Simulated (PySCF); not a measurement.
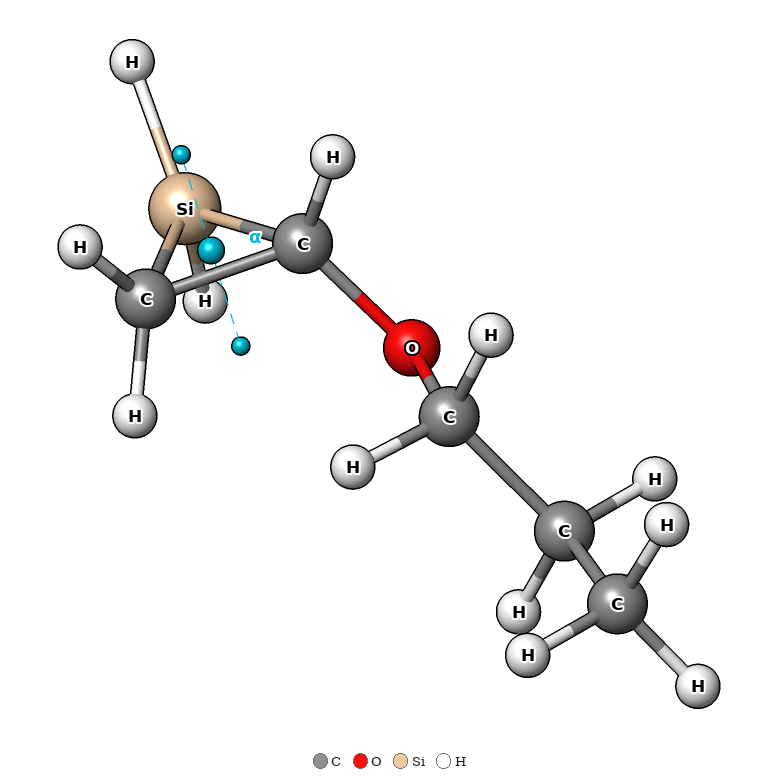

The small points mark where nucleus-independent chemical shifts (NICS) were computed: at the centre of each lettered ring and 1 Å above and below it. The geometry was computed by an optimisation with GFN2-xTB. No frequency run is at hand to confirm it as a minimum. Level of theory: GIAO PBE0/pcSseg-1 NMR shielding, non-relativistic, gas phase (PySCF 2.14.0).

Give NICS(0), NICS(1) and the out-of-plane component NICS(1)zz for each ring (means of the two sides).

```tsv
ring	members	NICS(0)	NICS(1)	NICS(1)zz
α	C2Si	−24.3	−7.9	−15.2
```

Values in ppm.

The geometry is semi-empirical. Around Si such bond lengths and angles can be off by a tenth of an ångström or more and by several degrees, and values that hang on the shape move with them.
